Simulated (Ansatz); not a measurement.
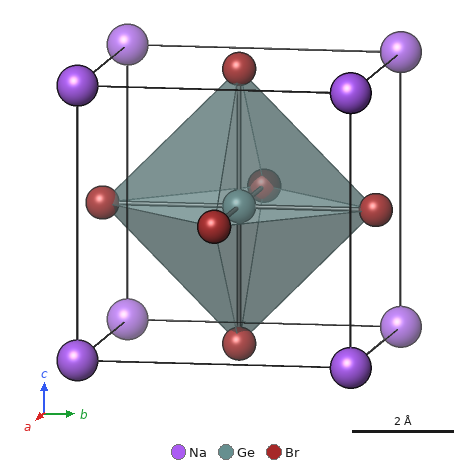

Structure drawing (polyhedral), viewed slightly off an axis. The parallelepiped is the conventional unit cell.

NaGeBr₃, cubic perovskite, space group Pm-3m (No. 221), a = 5.555 Å, b = 5.555 Å, c = 5.555 Å, α = 90.00°, β = 90.00°, γ = 90.00°. Source of the structure: a structure type filled with these elements by a generator (whether the compound takes this form wasn't checked). The cell was then strained or its atoms displaced on purpose. A calculation with Ansatz used it as input.

This one geometry was computed with Ansatz (DFT, plane waves, PAW) at three levels of theory: r2SCAN, PBE and HSE06. It was relaxed with r2SCAN and then strained.

> How does the band gap change with the level of theory?

PBE: a gap of 0.64 eV, direct; r2SCAN: a gap of 0.76 eV, direct; HSE06: a gap of 1.11 eV, direct.

> Collect the results in a table.

| level | cutoff (eV) | k-mesh of the run's cell | gap (eV) | pressure (GPa) |
| --- | --- | --- | --- | --- |
| r2SCAN | 500 | 6×6×6 | 0.76 | -1.2 |
| PBE | 420 | 6×6×6 | 0.64 | -0.6 |
| HSE06 | 420 | 4×4×4 | 1.11 | -0.8 |

Gaps are taken on the k-mesh or band path of each run.
